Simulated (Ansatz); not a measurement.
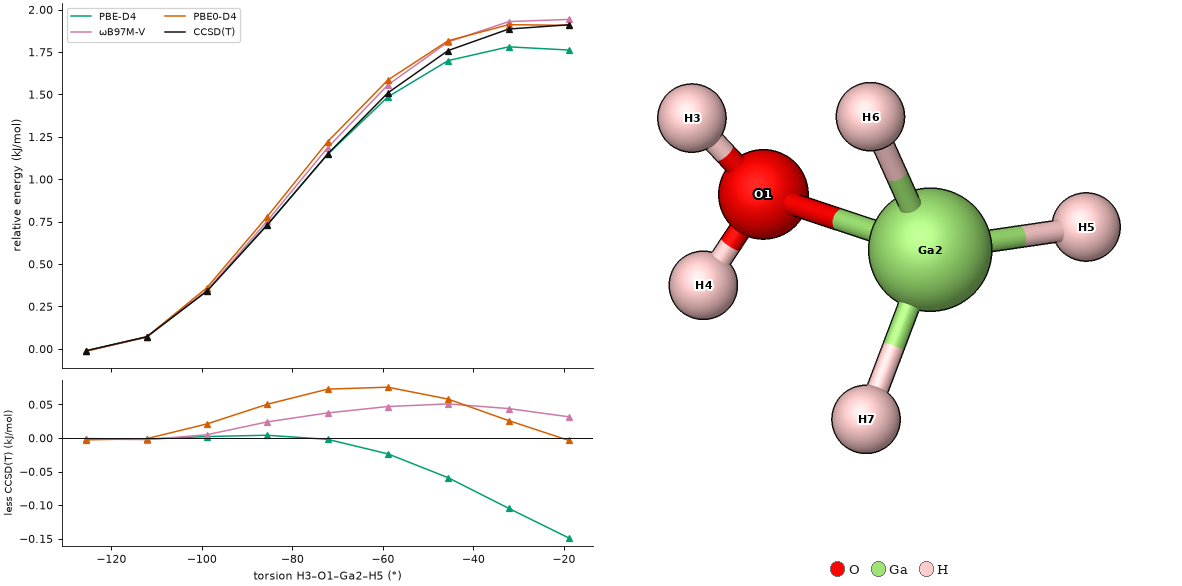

Rigid scan of the torsion H3–O1–Ga2–H5 in GaH₅O, SMILES [OH2+][GaH3-], singlet. The Ansatz code 0.2.0, def2-TZVPP, cores frozen in correlated methods. A torsion is scanned from the minimum (PBE0-D4/def2-TZVP); energies less that of the minimum at the same level; relaxed scans hold all four atoms in place. On heavy atoms the filled d shell below the valence is correlated. Straight lines join the computed points.

Q: Which curve follows CCSD(T) best, and which worst?

A: Best PBE-D4, ωB97M-V and PBE0-D4, worst PBE-D4, ωB97M-V and PBE0-D4; largest departures: ωB97M-V 0.1, PBE0-D4 0.1, PBE-D4 0.1 kJ/mol. CCSD(T) is in the same finite basis, not at its limit.

Q: How far can the coupled-cluster curve be trusted along the scan?

A: The calculation's T1 diagnostic reaches at most 0.012 (at −19°), under the customary mark of 0.02, so it gives no sign of multireference character.

Q: Give the values at the computed points.

A: In kJ/mol:
| torsion H3–O1–Ga2–H5 (°) | PBE-D4 | ωB97M-V | PBE0-D4 | CCSD(T) |
| --- | --- | --- | --- | --- |
| −126 | 0.0 | 0.0 | 0.0 | 0.0 |
| −112 | 0.1 | 0.1 | 0.1 | 0.1 |
| −99 | 0.3 | 0.3 | 0.4 | 0.3 |
| −86 | 0.7 | 0.8 | 0.8 | 0.7 |
| −72 | 1.1 | 1.2 | 1.2 | 1.1 |
| −59 | 1.5 | 1.6 | 1.6 | 1.5 |
| −46 | 1.7 | 1.8 | 1.8 | 1.8 |
| −32 | 1.8 | 1.9 | 1.9 | 1.9 |
| −19 | 1.8 | 1.9 | 1.9 | 1.9 |

Note: no scalar relativity up to krypton.
